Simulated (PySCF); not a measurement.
C$_{4}$H$_{9}$F$_{3}$Si$_{2}$ (SMILES FC(F)(F)CC1[SiH2]C[SiH2]1)

Input file:

```
{"job": {"kind": "nmr", "xc": "PBE0", "basis": "pcSseg-1"}, "charge": 0, "multiplicity": 1}
F     -2.662571    -1.606325    -0.079067
C     -2.514529    -0.279756    -0.172761
F     -3.682682     0.277802     0.157503
F     -2.292193    -0.000223    -1.467418
C     -1.394977     0.217884     0.705079
C     -0.043634    -0.351384     0.317097
Si     1.573403     0.198549     1.173150
C      2.510194     0.053726    -0.471686
Si     0.812089     0.113940    -1.331749
H     -1.401281     1.316987     0.638835
H     -1.674332    -0.042812     1.738888
H     -0.066328    -1.456292     0.371642
H      2.039547    -0.649527     2.314163
H      1.471999     1.619422     1.631853
H      3.250431     0.826670    -0.719662
H      2.984129    -0.935919    -0.579411
H      0.605004    -0.804277    -2.491197
H      0.460012     1.512603    -1.725087
```

Command:

```sh
OMP_NUM_THREADS=1 python probes_run.py task.json out
```

Geometry: PBE0-D3(BJ)/def2-SVP.

Theory: PySCF, PBE0/pcSseg-1, SCF density, gas phase, non-relativistic.

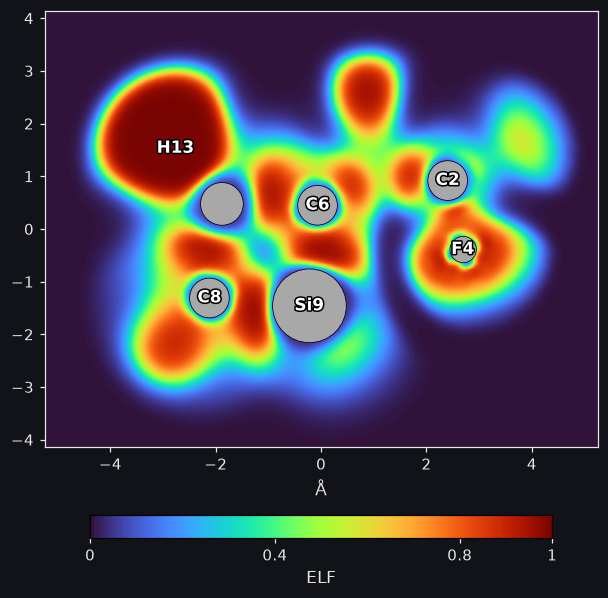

Figure 1. Electron localisation function on the plane of atoms C6, Si9 and C8. Grey discs cover the atomic cores.

What do the fields say about this system?

Answer. Atoms in the plane: C, F, Si and H. C–F (1.34 Å): the ELF peaks at about 0.85 between the atoms: a shared but strongly polarised pair. C–Si (1.92 Å): the ELF peaks at about 0.95 between the atoms, as expected for localised, covalent bonding. The ELF also peaks beside F4, away from the bonds: lone-pair regions.

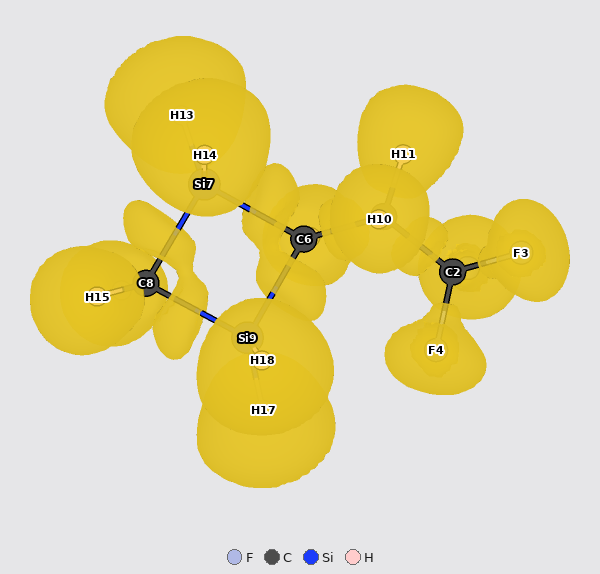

Figure 2. Isosurface of the electron localisation function at 0.75 (yellow), seen across its widest extent. Core shells and regions of very low density are left out.

Describe the localisation domains.

Answer. The surface consists of two regions between bonded C–C atoms (shared pairs), nine regions around hydrogen nuclei, two regions on C in which the atom's valence shell and bonds are merged and three regions on F in which the atom's valence shell and bonds are merged. Along the contacts the grid gives the following. C–C (1.51 Å): the ELF peaks at about 1 between the atoms; localised, covalent bonding.

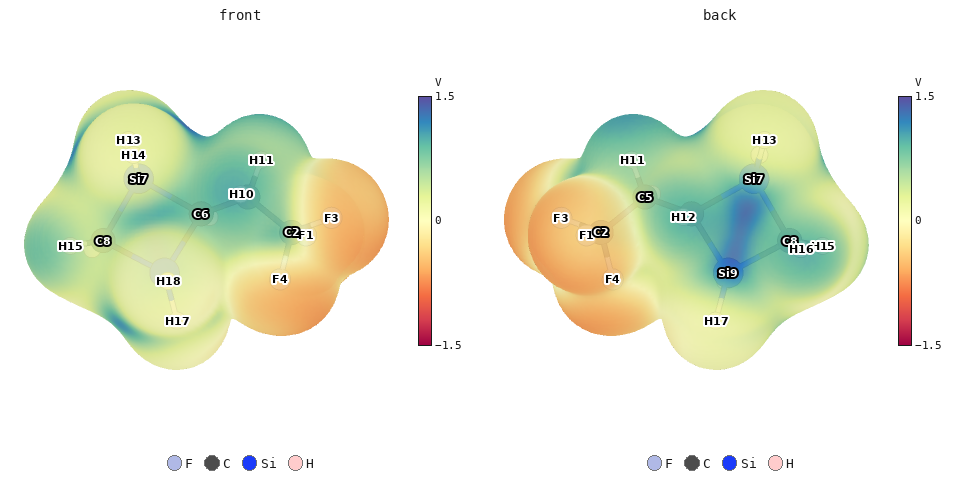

Figure 3. The molecular electrostatic potential painted on the density surface at 0.002 e/bohr³, seen from the front and from behind; red is negative and blue positive.

Describe the electrostatic potential map.

Answer. The most negative region (about −0.7 V) lies over F1, F3 and F4, the most positive (about +1.3 V) over Si7 and Si9.

What dipole moment does the calculation give?

Answer. Its dipole moment is 2.21 D.
